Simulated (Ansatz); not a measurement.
The starting structures come from a database of crystals and need not be the phases stable at ambient conditions.

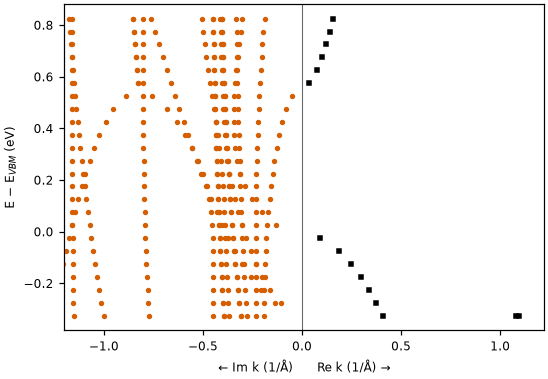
*Complex bands at the centre of the two-dimensional zone; Ansatz (a quantum-chemistry and plane-wave program) with PBEsol*

The gap is the functional's own, uncorrected, and κ follows it; spin-orbit coupling is left out. Mid-gap means the computed energy nearest the middle.

Question: This is WO₃ (P4/nmm, 8 atoms a cell, 14.0 Å³ an atom, -2 GPa at this level) along the normal of (111). Read off the slowest decay at the centre of the two-dimensional zone at 0.28 eV, the computed energy nearest the middle of the gap.

Answer: κ ≈ 0.14 1/Å, a decay length 1/(2κ) of the density of 3.6 Å.
